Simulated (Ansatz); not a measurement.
# Phonons of InCuW in the AlB2 type, part 2 of 3

The plan: relax InCuW in the AlB2 type, check its phonons, and, if the lattice is stable, compute its Eliashberg function and ρ(T).

Ansatz 0.2.0; DFT PBE, scalar-relativistic, plane waves, PAW; PAW set soft_1.

So far. Step 2 (Relaxing cell and atoms): The largest force is now zero by symmetry and the largest stress component 0.0012 GPa. Step 3 (Relaxing tightly for phonons): The largest force is now zero by symmetry and the largest stress component 0.0051 GPa, small enough for phonons. The relaxed cell has a = 4.485, c = 2.836 Å (conventional setting).

The structure was built from a prototype and need not be the compound's stable phase.

**4. Phonons by linear response: q 2×2×2, k 4×4×6**

Before any scattering is computed, the phonons show whether the structure is a minimum.

input.yaml

```yaml
crystal:
  lattice:
    - [4.4845060147, 0.0, 0.0]
    - [-2.2422530074, 3.8836961321, 0.0]
    - [0.0, 0.0, 2.8361911267]
  atoms:
    - { symbol: W, position: [0.0, 0.0, 0.0] }
    - { symbol: In, position: [0.3333333333, 0.6666666667, 0.5] }
    - { symbol: Cu, position: [0.6666666667, 0.3333333333, 0.5] }
kpoints:
  mp_grid: { grid: [4, 4, 6] }
hamiltonian:
  xc: pbe
  pseudopotentials: { kind: paw, azcp: { folder: soft_1 } }
scf:
  occupations: { method: methfessel_paxton, width: 0.2 }
output:
  eigenvalues: true
phonons:
  method: dfpt
  qmesh: [2, 2, 2]
  temperatures: { t_max: 1000, t_step: 50 }
  qpath:
    path:
      - [[0.0, 0.0, 0.0], [0.5, 0.0, 0.0], [0.33333333, 0.33333333, 0.0], [0.0, 0.0, 0.0], [0.0, 0.0, 0.5], [0.5, 0.0, 0.5], [0.33333333, 0.33333333, 0.5], [0.0, 0.0, 0.5]]
      - [[0.5, 0.0, 0.5], [0.5, 0.0, 0.0]]
      - [[0.33333333, 0.33333333, 0.5], [0.33333333, 0.33333333, 0.0]]
    npoints: 10
```

The run is started by

```
$ ansatz run input.yaml --threads 4 --pin off --max-ram 12288MiB --backend cpu --events-out ev --progress --plain --runs-dir out
```

Numbers of over 12 decimals in the logs are rounded to 6 here.

The program printed:

```text
Warning: phonons: the dynamical matrix that this run interpolates holds no multipole term above the dipole-dipole one, and a site of this crystal is no centre of inversion, so its interpolated transverse optical and acoustic branches and sound speeds can stay off near Gamma, and the density of states and the thermodynamics with them. What a run solves at a wave vector of phonons.qpoints, Gamma apart, where the deck admits one, is free of this, and under fd what a larger phonons.supercell samples
[...]
Crystal: 3 atoms, lattice volume = 49.396 Å³
Basis set: ecut = 420 eV, 963 PW (Γ), exchange–correlation on 60×60×40 points (8 copies of the dense FFT grid, shifted against one another)
Bands: 28, of which v1, the nominal top of the filled ones, is band 23 counted from 1 (22 counted from 0)
Symmetry: 12 space group operations
k-points: 16 of 96 (time reversal used)
[...]
SCF iter   1: F=—  HF=-22608.434096 eV  |F-HF|=—  |Δ(HF+E_count)|=         —  Δρ=1.39e-1  dr2=7.15e0  ethr=3.10e-3  ⟨swp⟩=4.6  Hψ=1560  notcnv=0
[...]
SCF iter  11: F=-22607.154334 eV  HF=-22607.154334 eV  |F-HF|=1.09e-11  |Δ(HF+E_count)|=  1.46e-11  S|Δr|=    0.00e0  Δρ=1.24e-7  dr2=4.62e-12  ethr=1.00e-12  ⟨swp⟩=5.6  Hψ=1882  notcnv=0
SCF 1 converged in 11 iterations: F = -22607.154334 eV  dr2 = 4.62e-12
[...]
SCF iter   1: F=—  HF=-22607.154347 eV  |F-HF|=—  |Δ(HF+E_count)|=         —  Δρ=5.09e-7  dr2=7.50e-11  ethr=1.12e-8  ⟨swp⟩=3.1  Hψ=2880  notcnv=0
eigensolver tolerance schedule: the retry pair's looser diagonalisation over-reported the residual by 68626.09 of it (diagonalisation noise at 0.33 of the residual, at the tolerance the schedule requests for it); recorded, not acted on — ethr = c·dr2/N_el stays at c = 1.0e-1
[...]
SCF iter   2: F=—  HF=-22607.154334 eV  |F-HF|=—  |Δ(HF+E_count)|=   1.32e-5  S|Δr|=    0.00e0  Δρ=4.66e-7  dr2=6.11e-11  ethr=1.00e-12  ⟨swp⟩=3.0  Hψ=982  notcnv=0
[...]
SCF iter   4: F=-22607.154334 eV  HF=-22607.154334 eV  |F-HF|=3.64e-12  |Δ(HF+E_count)|=  3.64e-12  S|Δr|=    0.00e0  Δρ=4.98e-8  dr2=1.70e-12  ethr=1.00e-12  ⟨swp⟩=2.8  Hψ=1042  notcnv=0
SCF 2 converged in 4 iterations: F = -22607.154334 eV  dr2 = 1.70e-12
phonons: the bands overlap, so this run is a metal and interpolates without the dipole-dipole term. If the crystal is really an insulator or semiconductor, its LO-TO splitting is missing
NSCF: frozen V_eff on 16 k-points
[...]
DFPT response loops at q = (0, 0, 0) (fractional): preconditioner auto → Kerker (q_TF=auto, 2.696 Å⁻¹) (partly filled bands, converged f_vac=0.000); β = 1.00, the filter's whole step (`scf.mixing.beta` (0.50) is not read by the response loops under this deck's `scf.mixing.preconditioner`; to damp them name `kerker` or `kerker_dos`, under which they read `scf.mixing.beta`, and type it under 1.00, their step now; both keys bind the ground state too); Broyden in place of MSR1
[...]
SCF converged after 11 iterations
Stability not checked: this state was not tested for a lower state beside it, because cold or Methfessel-Paxton smearing, or corrected tetrahedra, fill the levels in a way that the test cannot read (fill_not_monotonic; see scf.lower_state_search)
Free energy (F): -22607.154334 eV
[...]
Internal energy: -22607.145731 eV  (E = F + TS)
E sigma→0 (E₀):  -22607.152183 eV
Entropy (-TS):   -0.008603 eV (-2.868 meV/atom)
Fermi energy:    16.648925 eV
[...]
--- Band table (eV; the first three rows and the last of 16) ---
  k-point 0: bands = [... 19 lower, 14.0926, 14.1805, 14.1805, 18.4562, 18.7798, 18.7798, 19.8557, 19.8557, ... 1 higher]
  k-point 1: bands = [... 19 lower, 14.8432, 14.8432, 14.9481, 17.2005, 17.2005, 18.7461, 21.5898, 21.6741, ... 1 higher]
  k-point 2: bands = [... 19 lower, 15.7651, 15.9060, 15.9060, 16.1389, 16.1389, 19.7101, 20.0012, 21.6358, ... 1 higher]
  k-point 15: bands = [... 19 lower, 14.4928, 14.8428, 15.3483, 15.8405, 17.3546, 18.6427, 19.8325, 20.2217, ... 1 higher]
--- Phonons (Γ-DFPT): 6 representative perturbations + reference (Σ response iterations 19) ---
  ASR residual: 1.172e-4 → 0.000e0 eV/Å²; symmetrization residual: 2.363e-5 eV/Å²
  ASR residual per site (eV/Å²): 1.09e-4 3.91e-5 1.17e-4
  Γ frequencies (cm⁻¹): 0.00 0.00 0.00 50.61 109.82 138.64 138.64 215.30 215.30
--- Phonons (arbitrary-q DFPT): 4 irreducible q on the 2×2×2 mesh ---
  q = [0.0000, 0.0000, 0.0000] (star 1, of the zone-centre solve; hermiticity 4.31e-6, symmetrization 2.73e-10): -0.00 0.00 0.00 50.61 109.82 138.64 138.64 215.30 215.30
  q = [0.0000, 0.0000, -0.5000] (star 1, 6 solved perturbations in 132 linear systems a pass and spin channel, the states on 28 of 96 k-point pairs; hermiticity 3.74e-6, symmetrization 6.65e-8): -6.60 69.75 96.71 96.71 110.48 110.48 205.36 205.36 207.69
  q = [0.0000, -0.5000, 0.0000] (star 3, 9 solved perturbations on 28 of 96 k-point pairs; hermiticity 2.15e-6, symmetrization 2.64e-10): 46.49 50.69 71.87 90.04 92.10 105.33 142.16 190.90 224.59
[...]
sum rule: each row above includes the acoustic sum rule's correction from the zone centre's row sums; it moved no ω² by more than (0.71 cm⁻¹)²
  mesh force constants: q→R imaginary residual 2.28e-17; ASR residual 1.172e-4 → 0.000e0 eV/Å²; symmetrization residual 1.243e-14 eV/Å²
  interpolated dispersion: 93 rows × 9 modes
  density of states and harmonic sums: on the 16×16×22 q-mesh, interpolated from the force constants of a 2×2×2 supercell (no non-analytic term)
  largest difference from the sums on the solved wave vectors: F 1.37e-1 eV, S 1.84e-4 and C_V 4.68e-5 eV/K
  zero-point energy: 0.067239 eV/cell   skipped modes (ω ≤ 0): 123, of them read as no rigid motion or as one in doubt: 120 (3.320e-1 modes/cell left out, lowest -51.49 cm⁻¹)   left out of the sums: 3.70e-2 of the cell's modes: C_V's classical limit lies that fraction below 3 k_B per atom; for a crystal, a wire or a layer, F and S can be off by more, and a phonons.interpolated_qmesh denser along its periods is the remedy for the sampling
```

Elapsed: 38 s, on 4 threads of Arm Neoverse V1, shared host; peak memory 0.56 GiB; 2.4 min of CPU time.

In the SCF lines HF is the Harris–Foulkes energy and dr2 the Hartree energy of the density residual, in eV; the loop may stop once dr2 is under the threshold and the program's other checks hold. Hψ counts applications of the Hamiltonian.

This step gave:

* share of imaginary modes in the plain interpolation between solved wavevectors: 0.0363
* highest frequency, solved or plainly interpolated: 224.6 cm⁻¹

Solved on the 2×2×2 mesh alone; all other wavevectors are interpolated. The phonon branches at the labelled points (cm⁻¹):

```tsv
point	branch 1	branch 2	branch 3	branch 4	branch 5	branch 6	branch 7	branch 8	branch 9
Γ	0	0	0	51	110	139	139	215	215
M	46	51	72	90	92	105	142	191	225
K	60	60	71	78	80	96	170	182	221
Γ	0	0	0	51	110	139	139	215	215
A	-7	70	97	97	110	110	205	205	208
L	-41	78	80	122	133	140	190	210	210
H	-52	78	91	123	135	152	171	211	217
A	-7	70	97	97	110	110	205	205	208
jump to L	-41	78	80	122	133	140	190	210	210
M	46	51	72	90	92	105	142	191	225
jump to H	-52	78	91	123	135	152	171	211	217
K	60	60	71	78	80	96	170	182	221
```

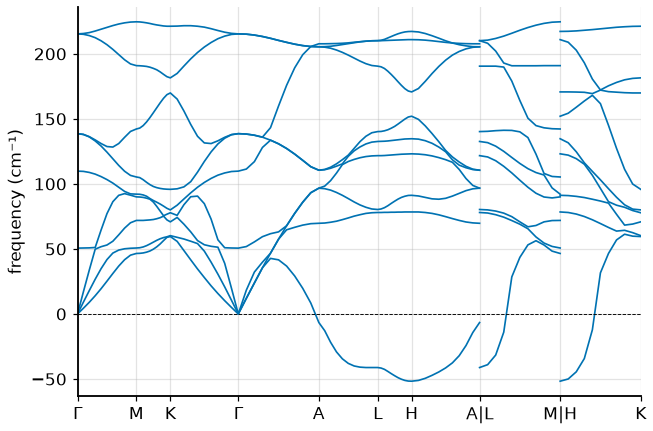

Phonon branches along the path.

Lowest modes at the softest wavevector of the mesh. The modes at q = (0.000, 0.500, 0.500) (shares of kinetic energy by element, %) (negative means imaginary):

```tsv
mode	frequency (cm⁻¹)	W %	In %	Cu %
1	-41.2	92	8	0
2	78.0	1	0	99
3	80.3	0	58	42
4	121.7	90	9	1
5	132.6	100	0	0
6	140.2	5	57	38
```

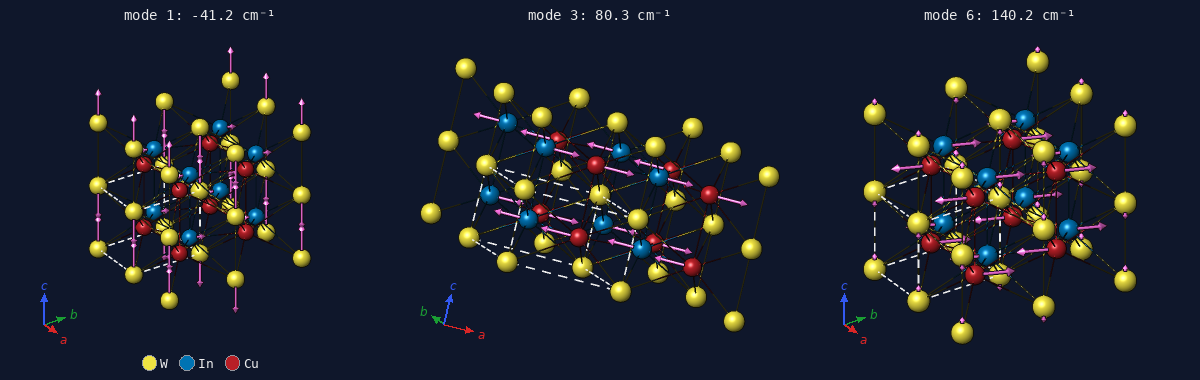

Displacement patterns of modes 1, 3 and 6 at q = (0.000, 0.500, 0.500); arrows are exaggerated. 2×2×2 cells are drawn. Some periodic images of atoms are drawn too.

Among the solved wavevectors the lowest mode, translations apart, is -41.2 cm⁻¹, imaginary.

**5. Lattice stability: q 3×3×2, k 6×6×8**

An imaginary mode on so few k-points may come from the sampling, so the phonons are repeated with another q and k mesh.

Edit input.yaml of step 4 so:

```diff
@@ -10,3 +10,3 @@
 kpoints:
-  mp_grid: { grid: [4, 4, 6] }
+  mp_grid: { grid: [6, 6, 8] }
 hamiltonian:
@@ -20,3 +20,3 @@
   method: dfpt
-  qmesh: [2, 2, 2]
+  qmesh: [3, 3, 2]
   temperatures: { t_max: 1000, t_step: 50 }
```

The program printed:

```text
[...]
Crystal: 3 atoms, lattice volume = 49.396 Å³
Basis set: ecut = 420 eV, 963 PW (Γ), exchange–correlation on 60×60×40 points (8 copies of the dense FFT grid, shifted against one another)
Bands: 28, of which v1, the nominal top of the filled ones, is band 23 counted from 1 (22 counted from 0)
Symmetry: 12 space group operations
k-points: 35 of 288 (time reversal used)
[...]
SCF iter   1: F=—  HF=-22608.417106 eV  |F-HF|=—  |Δ(HF+E_count)|=         —  Δρ=1.38e-1  dr2=7.08e0  ethr=3.10e-3  ⟨swp⟩=4.5  Hψ=3416  notcnv=0
[...]
SCF iter  11: F=-22607.146811 eV  HF=-22607.146811 eV  |F-HF|=3.64e-12  |Δ(HF+E_count)|=    0.00e0  S|Δr|=    0.00e0  Δρ=2.11e-7  dr2=9.34e-12  ethr=1.00e-12  ⟨swp⟩=6.2  Hψ=4228  notcnv=0
SCF 1 converged in 11 iterations: F = -22607.146811 eV  dr2 = 9.34e-12
[...]
SCF iter   3: F=-22607.146811 eV  HF=-22607.146811 eV  |F-HF|=0.00e0  |Δ(HF+E_count)|=    0.00e0  S|Δr|=    0.00e0  Δρ=1.04e-7  dr2=2.74e-12  ethr=1.00e-12  ⟨swp⟩=1.9  Hψ=2521  notcnv=0
SCF 2 converged in 3 iterations: F = -22607.146811 eV  dr2 = 2.74e-12
[...]
SCF converged after 11 iterations
[...]
Free energy (F): -22607.146811 eV
[...]
Internal energy: -22607.141987 eV  (E = F + TS)
E sigma→0 (E₀):  -22607.145605 eV
Entropy (-TS):   -0.004824 eV (-1.608 meV/atom)
Fermi energy:    16.652122 eV
[...]
--- Band table (eV; the first three rows and the last of 35) ---
  k-point 0: bands = [... 19 lower, 14.1380, 14.1866, 14.1866, 18.4532, 18.8032, 18.8032, 19.8653, 19.8653, ... 1 higher]
  k-point 1: bands = [... 19 lower, 14.6223, 14.6223, 14.6277, 17.6668, 17.6668, 18.6131, 21.1283, 21.1283, ... 1 higher]
  k-point 2: bands = [... 19 lower, 15.4128, 15.4128, 15.7947, 16.4839, 16.4839, 19.1216, 20.1164, 22.2624, ... 1 higher]
  k-point 34: bands = [... 19 lower, 14.4596, 14.9290, 15.4385, 16.2218, 17.4315, 18.9277, 18.9779, 19.6922, ... 1 higher]
[...]
ASR residual: 8.466e-5 → 0.000e0 eV/Å²; symmetrization residual: 2.999e-5 eV/Å²
  ASR residual per site (eV/Å²): 8.47e-5 7.45e-5 5.48e-5
  Γ frequencies (cm⁻¹): 0.00 0.00 0.00 46.60 107.82 133.02 133.02 213.37 213.37
--- Phonons (arbitrary-q DFPT): 6 irreducible q on the 3×3×2 mesh ---
[...]
interpolated dispersion: 93 rows × 9 modes
[...]
```

Elapsed: 2.5 min, on 4 threads; peak memory 0.75 GiB; 9.5 min of CPU time.

This step gave:

```
share of imaginary modes in the plain interpolation between solved wavevectors : 0.045
highest frequency, solved or plainly interpolated                              : 223.5 cm⁻¹
```

Solved on the 3×3×2 mesh alone; all other wavevectors are interpolated. The phonon branches at the labelled points (cm⁻¹):

```tsv
point	branch 1	branch 2	branch 3	branch 4	branch 5	branch 6	branch 7	branch 8	branch 9
Γ	0	0	0	47	108	133	133	213	213
M	42	46	69	90	96	109	141	190	224
K	50	52	59	72	78	104	170	184	222
Γ	0	0	0	47	108	133	133	213	213
A	-47	76	94	94	130	130	204	204	209
L	-38	79	80	92	119	138	188	210	211
H	-57	81	93	96	107	152	165	212	216
A	-47	76	94	94	130	130	204	204	209
jump to L	-38	79	80	92	119	138	188	210	211
M	42	46	69	90	96	109	141	190	224
jump to H	-57	81	93	96	107	152	165	212	216
K	50	52	59	72	78	104	170	184	222
```

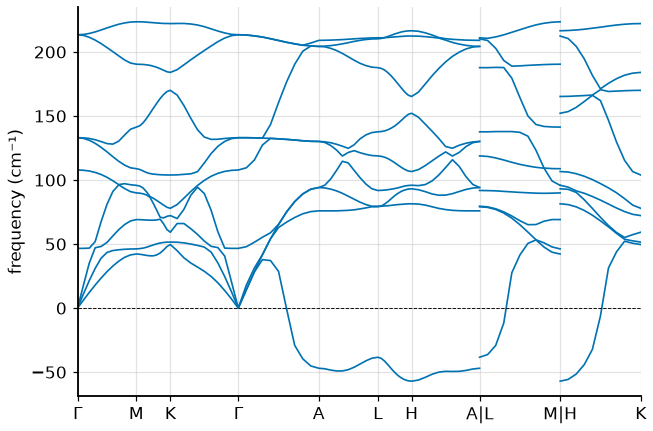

Phonon branches along the path.

Lowest modes at the softest wavevector of the mesh. The modes at q = (-0.333, -0.333, 0.500) (shares of kinetic energy by element, %) (negative means imaginary):

```tsv
mode	frequency (cm⁻¹)	W %	In %	Cu %
1	-57.1	76	20	4
2	81.4	0	0	100
3	93.1	21	36	43
4	95.9	100	0	0
5	106.6	91	9	0
6	152.1	0	100	0
```

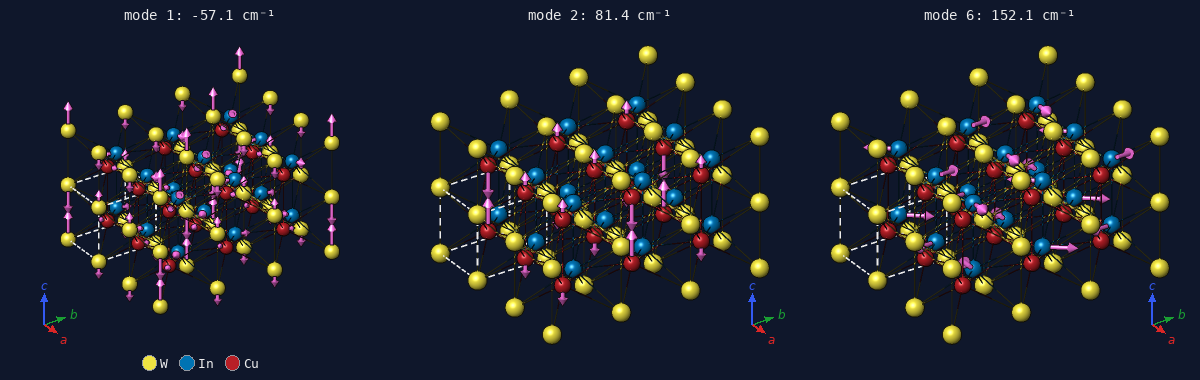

Displacement patterns of modes 1, 2 and 6 at q = (-0.333, -0.333, 0.500); arrows are exaggerated. 3×3×2 cells are drawn. Some periodic images of atoms are drawn too.

The modes has structure finer than the step of the table below, so its rows give means over 20 cm⁻¹, whole bins alone (the curve runs from -66.7 to 240 cm⁻¹). Peaks (cm⁻¹: height): Cu 51.0: 0.0283, 76.1: 0.0465, 130.1: 0.0188, 189.9: 0.0235, 215.0: 0.0361; In 45.2: 0.0121, 89.6: 0.0219, 130.1: 0.0213, 149.4: 0.0179, 166.8: 0.0145, 195.7: 0.0301, 209.2: 0.0421; W -45.5: 0.0163, 43.3: 0.0202, 62.6: 0.0213, 93.5: 0.0536.

Phonopy on the run's constants, 15x15x19 mesh, Gaussian sigma 2.2 cm⁻¹. Modes against wavenumber; means over each step; values in 1/cm⁻¹/cell:

```tsv
wavenumber (cm⁻¹)	Cu	In	W
-40	3.9e-4	0.00149	0.0113
-20	1.7e-4	5.7e-4	0.00410
0	3.9e-5	1.1e-4	5.4e-4
20	6.8e-4	0.00150	0.00511
40	0.00848	0.00835	0.0156
60	0.0263	0.00801	0.0156
80	0.0274	0.0143	0.0135
100	0.00739	0.0136	0.0383
120	0.00962	0.0120	0.0293
140	0.0142	0.0165	0.00780
160	0.00450	0.00795	0.00176
180	0.00955	0.0139	0.00171
200	0.0194	0.0288	0.00221
220	0.0220	0.0226	0.00154
```

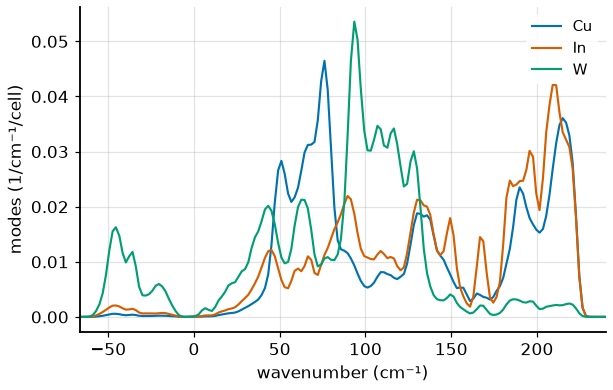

Modes against wavenumber.

No LO-TO term; unit eigenvectors of the mass-weighted matrix. The modes at Γ (shares of kinetic energy by element, %):

```tsv
mode	frequency (cm⁻¹)	symmetry	W %	In %	Cu %
1	0.0	unnamed	51	32	18
2	0.0	unnamed	51	32	18
3	0.0	unnamed	51	32	18
4	46.6	A2''	4	16	79
5	107.8	A2''	45	52	3
6	133.0	E'	48	21	32
7	133.0	E'	48	21	32
8	213.4	E'	2	48	51
9	213.4	E'	2	48	51
```

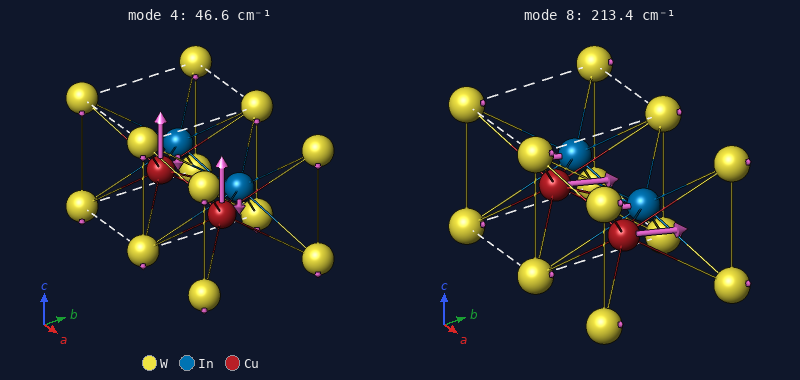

Displacement patterns of modes 4 and 8 at Γ; arrows are exaggerated. 2×1×1 cells are drawn. Some periodic images of atoms are drawn too.

Among the solved wavevectors the lowest mode, translations apart, is -57.1 cm⁻¹, imaginary.

(Part 2 of 3 ends here.)

[Logs are printed without paths, hosts, clocks, repeated set-up lines and the standing remarks that a program may print on its own settings, such as how far it seeks lower states.]

[Hosts, paths, dates, database ids (printed as entryN), source tags and the programs' standing remarks are cut or masked in the printed files.]
